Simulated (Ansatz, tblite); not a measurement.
# The cluster In₇Sb₆F₃: charged states by level of theory

Aim: the energy of removing and adding an electron for the cluster In₇Sb₆F₃, by energy differences, and how well orbital energies stand in for it.

Computed with Ansatz 0.2.0, Gaussian basis. Level: as each input shows.

The runs, in order: charge +1 doublet, at the geometry of the singlet (PBE0-D4/def2-TZVP, PBE-D4/def2-TZVP, B3LYP-D4/def2-TZVP); charge -1 doublet, at the geometry of the singlet (PBE0-D4/def2-TZVP, PBE-D4/def2-TZVP, B3LYP-D4/def2-TZVP); the starting singlet's energies come from earlier runs.

1 further run of the same task is left out (set aside as unsound or not needed).

## (1) The geometry

The singlet was relaxed beforehand with PBE-D4/def2-SVP.

16 atoms, charge 0, spin multiplicity 1.

Atoms are counted from 1 here; the program's logs count them from 0.

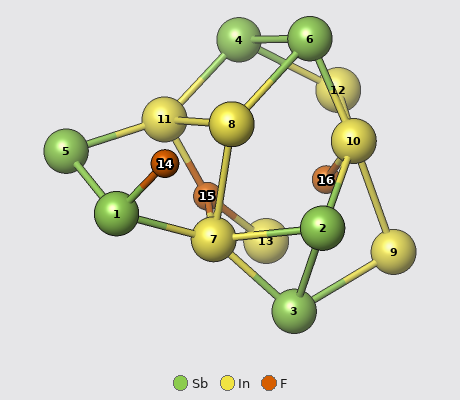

The structure; antimony green, indium yellow, fluorine orange; atoms are numbered from 1 in the order of the file.

In, Sb take a core potential in the def2 sets. No spin-orbit coupling is included.

## (2) Charge +1 doublet at the fixed geometry, PBE0-D4/def2-TZVP

The input, in.yaml:

```yaml
crystal:
  periodic: [false, false, false]
  atoms:
    - {symbol: Sb, position_ang: [-3.450837, 2.103308, 0.821568]}
    - {symbol: Sb, position_ang: [-0.933193, -2.491466, 1.595701]}
    - {symbol: Sb, position_ang: [-2.163063, -2.934654, -1.004278]}
    - {symbol: Sb, position_ang: [2.916444, 2.197001, -0.093893]}
    - {symbol: Sb, position_ang: [-2.213797, 4.187948, -0.445638]}
    - {symbol: Sb, position_ang: [3.055209, 0.557047, 2.134612]}
    - {symbol: In, position_ang: [-2.106264, -0.239161, -0.158468]}
    - {symbol: In, position_ang: [-0.130494, 0.927016, 2.073377]}
    - {symbol: In, position_ang: [0.736224, -4.137951, -0.936984]}
    - {symbol: In, position_ang: [1.831356, -1.803775, 1.042502]}
    - {symbol: In, position_ang: [0.063332, 2.599547, -0.463313]}
    - {symbol: In, position_ang: [3.797008, -0.542343, -1.250685]}
    - {symbol: In, position_ang: [-0.064244, -1.144733, -3.019462]}
    - {symbol: F, position_ang: [-2.330364, 1.696066, 2.628954]}
    - {symbol: F, position_ang: [-0.555893, 0.644792, -1.604625]}
    - {symbol: F, position_ang: [1.548586, -1.618633, -1.319389]}
basis:
  gaussian: {orbitals: def2-TZVP, fitting: {mean_field: def2-universal-jkfit}}
total_charge: 1
magnetization: {spin_polarized: true, initial_magnetization: 1}
hamiltonian: {xc: pbe0, dispersion: d4}
scf: {omitted_lower_state_checks: [starts]}
output: {orbitals: {seedname: orbitals}}
```

Started as:

```sh
$ ansatz run in.yaml --threads 2 --pin off --events-out ev --progress --plain --max-ram 32768MiB --backend cuda --devices 0, --max-vram 18GiB
```

Output:

```text
Functional definition: PBE0
  name "PBE0"
  cite "Adamo & Barone, J. Chem. Phys. 110, 6158 (1999) doi:10.1063/1.478522"
  cite "Perdew, Burke & Ernzerhof, Phys. Rev. Lett. 77, 3865 (1996) doi:10.1103/PhysRevLett.77.3865"
  parent pbe
  parameter a = 0.25
  parameter kappa = 0.804
  parameter beta = 0.06672455060314922
  exchange = (1 - a)*pbe_x(kappa = kappa, mu = beta*pi^2/3) + a*exact_x
  correlation = pbe_c(beta = beta)
these checks for a lower state are left out or cut short: starts
3065 factors; integrals over basis functions are off by at most 1.6e0 eV
mean field evaluation 1: about -83580.6399 eV, gradient 7.7e1 eV
mean field evaluation 2: about -82937.9036 eV, gradient 3.4e2 eV
mean field evaluation 4: about -83545.6305 eV, gradient 8.0e1 eV
mean field evaluation 8: about -83602.2161 eV, gradient 3.6e0 eV
mean field evaluation 16: about -83602.3884 eV, gradient 1.1e-1 eV
mean field evaluation 32: about -83602.3893 eV, gradient 5.7e-4 eV
mean field -83602.38934687 eV, -3072.3311407625 hartree, gradient 8.5e-6 eV, S^2 0.776658; 0 other end points of the search recorded, 0 dependent functions left out
reference -83602.38940141 eV, -3072.3311427671 hartree; 156, 155 occupied and 587, 588 virtual orbitals, 3065 factors
Total energy: -83604.10545375 eV, -3072.3942065272 hartree
Checks for a lower state left out: starts
```

Wall time 34 s (1 × H100 (card shared with other runs) with 2 threads of AMD EPYC 7R13, shared host); peak host memory 1.4 GiB.

From the report: HOMO -8.08 eV, LUMO -6.97 eV (over both spins); ⟨S²⟩ 0.777 (pure: 0.75).

## (3) Charge +1 doublet at the fixed geometry, PBE-D4/def2-TZVP

start.molden holds the orbitals of an earlier run on this state, given as this run's starting guess.

Edit in.yaml of step 2 so:

```diff
@@ -20,6 +20,6 @@
 basis:
-  gaussian: {orbitals: def2-TZVP, fitting: {mean_field: def2-universal-jkfit}}
+  gaussian: {orbitals: def2-TZVP, fitting: {mean_field: def2-universal-jkfit}, initial_orbitals: start.molden}
 total_charge: 1
 magnetization: {spin_polarized: true, initial_magnetization: 1}
-hamiltonian: {xc: pbe0, dispersion: d4}
+hamiltonian: {xc: pbe, dispersion: d4}
 scf: {omitted_lower_state_checks: [starts]}
```

The command is unchanged.

Output:

```text
Functional definition: PBE
  name "PBE"
  cite "Perdew, Burke & Ernzerhof, Phys. Rev. Lett. 77, 3865 (1996) doi:10.1103/PhysRevLett.77.3865"
  parent pbe
  parameter kappa = 0.804
  parameter beta = 0.06672455060314922
  exchange = pbe_x(kappa = kappa, mu = beta*pi^2/3)
  correlation = pbe_c(beta = beta)
these checks for a lower state are left out or cut short: starts
3065 factors; integrals over basis functions are off by at most 1.6e0 eV
mean field evaluation 1: about -83602.0735 eV, gradient 1.2e1 eV
mean field evaluation 2: about -83602.6499 eV, gradient 6.8e-1 eV
mean field evaluation 4: about -83602.6904 eV, gradient 7.1e-3 eV
mean field evaluation 8: about -83602.6930 eV, gradient 1.6e-5 eV
mean field -83602.69298808 eV, -3072.3422993712 hartree, gradient 1.6e-5 eV, S^2 0.756638; 0 other end points of the search recorded, 0 dependent functions left out
reference -83602.69306022 eV, -3072.3423020224 hartree; 156, 155 occupied and 587, 588 virtual orbitals, 3065 factors
Total energy: -83604.58462810 eV, -3072.4118158600 hartree
Checks for a lower state left out: starts
```

Wall time 18 s (1 × H100 (card shared with other runs) with 2 threads of AMD EPYC 7R13, shared host); peak host memory 1.3 GiB.

HOMO -7.55 eV, LUMO -7.35 eV (over both spins); ⟨S²⟩ 0.757 (pure: 0.75).

## (4) Charge +1 doublet at the fixed geometry, B3LYP-D4/def2-TZVP

Edit in.yaml of step 3 so:

```diff
@@ -23,3 +23,3 @@
 magnetization: {spin_polarized: true, initial_magnetization: 1}
-hamiltonian: {xc: pbe, dispersion: d4}
+hamiltonian: {xc: {name: B3LYP}, dispersion: d4}
 scf: {omitted_lower_state_checks: [starts]}
```

Same command.

Output:

```text
Functional definition: B3LYP
  name "B3LYP"
  cite "Stephens, Devlin, Chabalowski & Frisch, J. Phys. Chem. 98, 11623 (1994) doi:10.1021/j100096a001"
  cite "Becke, Phys. Rev. A 38, 3098 (1988) doi:10.1103/PhysRevA.38.3098"
  cite "Lee, Yang & Parr, Phys. Rev. B 37, 785 (1988) doi:10.1103/PhysRevB.37.785"
  cite "Vosko, Wilk & Nusair, Can. J. Phys. 58, 1200 (1980) doi:10.1139/p80-159"
  parameter a0 = 0.2
  parameter ax = 0.72
  parameter ac = 0.81
  exchange = (1 - a0 - ax)*slater_x + ax*b88_x + a0*exact_x
  correlation = (1 - ac)*vwn_rpa_c + ac*lyp_c
these checks for a lower state are left out or cut short: starts
3065 factors; integrals over basis functions are off by at most 1.6e0 eV
mean field evaluation 1: about -83633.6988 eV, gradient 9.5e0 eV
mean field evaluation 2: about -83633.9398 eV, gradient 3.2e-1 eV
mean field evaluation 4: about -83633.9483 eV, gradient 6.9e-2 eV
mean field evaluation 8: about -83633.9484 eV, gradient 1.7e-5 eV
mean field -83633.94844703 eV, -3073.4909163019 hartree, gradient 1.7e-5 eV, S^2 0.767969; 0 other end points of the search recorded, 0 dependent functions left out
reference -83633.94883138 eV, -3073.4909304266 hartree; 156, 155 occupied and 587, 588 virtual orbitals, 3065 factors
Total energy: -83637.09130455 eV, -3073.6064141854 hartree
Checks for a lower state left out: starts
```

Run time: 27 s. Hardware: 1 × H100 (card shared with other runs) with 2 threads of AMD EPYC 7R13, shared host; peak host memory 1.3 GiB.

From the report: HOMO -7.93 eV, LUMO -7.11 eV (over both spins); ⟨S²⟩ 0.768 (pure: 0.75).

## (5) Vertical ionisation energy

Charged state less starting state, singlet to doublet; the starting state's energies are those of its earlier runs.

| level | vertical ionisation energy (eV) | time |
| --- | --- | --- |
| PBE-D4/def2-TZVP | +5.91 | 28 s |
| B3LYP-D4/def2-TZVP | +6.03 | 44 s |
| PBE0-D4/def2-TZVP | +6.03 | 52 s |

Times add the two runs; a level without a time comes out of a correlated run.

Beside −ε(HOMO) of the starting state:

| level | −ε(HOMO) (eV) | by difference (eV) | mismatch (eV) |
| --- | --- | --- | --- |
| PBE-D4/def2-TZVP | 4.40 | 5.91 | -1.51 |
| B3LYP-D4/def2-TZVP | 4.89 | 6.03 | -1.14 |
| PBE0-D4/def2-TZVP | 5.04 | 6.03 | -0.98 |

## (6) Charge -1 doublet at the fixed geometry, PBE0-D4/def2-TZVP

Edit in.yaml of step 4 so:

```diff
@@ -20,6 +20,6 @@
 basis:
-  gaussian: {orbitals: def2-TZVP, fitting: {mean_field: def2-universal-jkfit}, initial_orbitals: start.molden}
-total_charge: 1
+  gaussian: {orbitals: def2-TZVP, fitting: {mean_field: def2-universal-jkfit}}
+total_charge: -1
 magnetization: {spin_polarized: true, initial_magnetization: 1}
-hamiltonian: {xc: {name: B3LYP}, dispersion: d4}
+hamiltonian: {xc: pbe0, dispersion: d4}
 scf: {omitted_lower_state_checks: [starts]}
```

Launched as before.

Output:

```text
Functional definition: PBE0
  name "PBE0"
  cite "Adamo & Barone, J. Chem. Phys. 110, 6158 (1999) doi:10.1063/1.478522"
  cite "Perdew, Burke & Ernzerhof, Phys. Rev. Lett. 77, 3865 (1996) doi:10.1103/PhysRevLett.77.3865"
  parent pbe
  parameter a = 0.25
  parameter kappa = 0.804
  parameter beta = 0.06672455060314922
  exchange = (1 - a)*pbe_x(kappa = kappa, mu = beta*pi^2/3) + a*exact_x
  correlation = pbe_c(beta = beta)
these checks for a lower state are left out or cut short: starts
3065 factors; integrals over basis functions are off by at most 1.6e0 eV
mean field evaluation 1: about -83605.3634 eV, gradient 3.6e1 eV
mean field evaluation 2: about -83589.7987 eV, gradient 7.4e1 eV
mean field evaluation 4: about -83610.3031 eV, gradient 8.1e0 eV
mean field evaluation 8: about -83610.7651 eV, gradient 2.1e-1 eV
mean field evaluation 16: about -83610.7676 eV, gradient 5.6e-3 eV
mean field evaluation 32: about -83610.7676 eV, gradient 2.6e-5 eV
mean field -83610.76763925 eV, -3072.6390373288 hartree, gradient 2.6e-5 eV, S^2 0.761176; 0 other end points of the search recorded, 0 dependent functions left out
reference -83610.76768778 eV, -3072.6390391122 hartree; 157, 156 occupied and 586, 587 virtual orbitals, 3065 factors
Total energy: -83612.52676246 eV, -3072.7036839142 hartree
Checks for a lower state left out: starts
```

Run time: 22 s. Hardware: 1 × H100 (card shared with other runs) with 2 threads of AMD EPYC 7R13, shared host; peak host memory 1.4 GiB.

HOMO -1.43 eV, LUMO -0.17 eV (over both spins); ⟨S²⟩ 0.761 (pure: 0.75).

## (7) Charge -1 doublet at the fixed geometry, PBE-D4/def2-TZVP

Edit in.yaml of step 6 so:

```diff
@@ -20,6 +20,6 @@
 basis:
-  gaussian: {orbitals: def2-TZVP, fitting: {mean_field: def2-universal-jkfit}}
+  gaussian: {orbitals: def2-TZVP, fitting: {mean_field: def2-universal-jkfit}, initial_orbitals: start.molden}
 total_charge: -1
 magnetization: {spin_polarized: true, initial_magnetization: 1}
-hamiltonian: {xc: pbe0, dispersion: d4}
+hamiltonian: {xc: pbe, dispersion: d4}
 scf: {omitted_lower_state_checks: [starts]}
```

Launched as before.

Output:

```text
Functional definition: PBE
  name "PBE"
  cite "Perdew, Burke & Ernzerhof, Phys. Rev. Lett. 77, 3865 (1996) doi:10.1103/PhysRevLett.77.3865"
  parent pbe
  parameter kappa = 0.804
  parameter beta = 0.06672455060314922
  exchange = pbe_x(kappa = kappa, mu = beta*pi^2/3)
  correlation = pbe_c(beta = beta)
these checks for a lower state are left out or cut short: starts
3065 factors; integrals over basis functions are off by at most 1.6e0 eV
mean field evaluation 1: about -83610.2616 eV, gradient 1.2e1 eV
mean field evaluation 2: about -83610.8378 eV, gradient 6.7e-1 eV
mean field evaluation 4: about -83610.8618 eV, gradient 1.6e-1 eV
mean field evaluation 8: about -83610.8622 eV, gradient 2.5e-5 eV
mean field -83610.86215440 eV, -3072.6425106962 hartree, gradient 2.5e-5 eV, S^2 0.753248; 0 other end points of the search recorded, 0 dependent functions left out
reference -83610.86221761 eV, -3072.6425130193 hartree; 157, 156 occupied and 586, 587 virtual orbitals, 3065 factors
Total energy: -83612.80116745 eV, -3072.7137681115 hartree
Checks for a lower state left out: starts
```

It took 13 s on 1 × H100 (card shared with other runs) with 2 threads of AMD EPYC 7R13, shared host; peak host memory 1.3 GiB.

From the report: HOMO -0.87 eV, LUMO -0.66 eV (over both spins); ⟨S²⟩ 0.753 (pure: 0.75).

## (8) Charge -1 doublet at the fixed geometry, B3LYP-D4/def2-TZVP

Edit in.yaml of step 7 so:

```diff
@@ -23,3 +23,3 @@
 magnetization: {spin_polarized: true, initial_magnetization: 1}
-hamiltonian: {xc: pbe, dispersion: d4}
+hamiltonian: {xc: {name: B3LYP}, dispersion: d4}
 scf: {omitted_lower_state_checks: [starts]}
```

Same command.

Output:

```text
Functional definition: B3LYP
  name "B3LYP"
  cite "Stephens, Devlin, Chabalowski & Frisch, J. Phys. Chem. 98, 11623 (1994) doi:10.1021/j100096a001"
  cite "Becke, Phys. Rev. A 38, 3098 (1988) doi:10.1103/PhysRevA.38.3098"
  cite "Lee, Yang & Parr, Phys. Rev. B 37, 785 (1988) doi:10.1103/PhysRevB.37.785"
  cite "Vosko, Wilk & Nusair, Can. J. Phys. 58, 1200 (1980) doi:10.1139/p80-159"
  parameter a0 = 0.2
  parameter ax = 0.72
  parameter ac = 0.81
  exchange = (1 - a0 - ax)*slater_x + ax*b88_x + a0*exact_x
  correlation = (1 - ac)*vwn_rpa_c + ac*lyp_c
these checks for a lower state are left out or cut short: starts
3065 factors; integrals over basis functions are off by at most 1.6e0 eV
mean field evaluation 1: about -83642.0068 eV, gradient 9.5e0 eV
mean field evaluation 2: about -83642.2538 eV, gradient 3.1e-1 eV
mean field evaluation 4: about -83642.2598 eV, gradient 1.8e-2 eV
mean field evaluation 8: about -83642.2599 eV, gradient 1.3e-5 eV
mean field -83642.25985715 eV, -3073.7963549903 hartree, gradient 1.3e-5 eV, S^2 0.757411; 0 other end points of the search recorded, 0 dependent functions left out
reference -83642.26020816 eV, -3073.7963678896 hartree; 157, 156 occupied and 586, 587 virtual orbitals, 3065 factors
Total energy: -83645.48096644 eV, -3073.9147285733 hartree
Checks for a lower state left out: starts
```

Wall time 19 s (1 × H100 (card shared with other runs) with 2 threads of AMD EPYC 7R13, shared host); peak host memory 1.3 GiB.

Report: HOMO -1.25 eV, LUMO -0.29 eV (over both spins); ⟨S²⟩ 0.757 (pure: 0.75).

## (9) Vertical electron affinity

Starting state less charged state (positive: the electron is bound), singlet to doublet; the starting state's energies are those of its earlier runs.

| level | vertical electron affinity (eV) | time |
| --- | --- | --- |
| PBE-D4/def2-TZVP | +2.31 | 23 s |
| B3LYP-D4/def2-TZVP | +2.36 | 36 s |
| PBE0-D4/def2-TZVP | +2.40 | 40 s |

Times add the two runs; a level without a time comes out of a correlated run.

Beside −ε(LUMO) of the starting state:

| level | −ε(LUMO) (eV) | by difference (eV) | mismatch (eV) |
| --- | --- | --- | --- |
| PBE-D4/def2-TZVP | 3.70 | 2.31 | +1.40 |
| B3LYP-D4/def2-TZVP | 3.39 | 2.36 | +1.03 |
| PBE0-D4/def2-TZVP | 3.32 | 2.40 | +0.92 |

## (10) What came out

| quantity | value |
| --- | --- |
| vertical ionisation energy, functionals in def2-TZVP | 5.91 (PBE-D4) to 6.03 eV (B3LYP-D4) |
| vertical electron affinity, functionals in def2-TZVP | 2.31 (PBE-D4) to 2.40 eV (PBE0-D4) |

What this shows: The vertical ionisation energy spans 5.91 to 6.03 eV over the functionals. −ε(HOMO) misses the level's own difference by -0.98 eV at best (PBE0-D4) and -1.51 eV at worst (PBE-D4). The vertical electron affinity spans 2.31 to 2.40 eV over the functionals. −ε(LUMO) misses the level's own difference by +0.92 eV at best (PBE0-D4) and +1.40 eV at worst (PBE-D4).
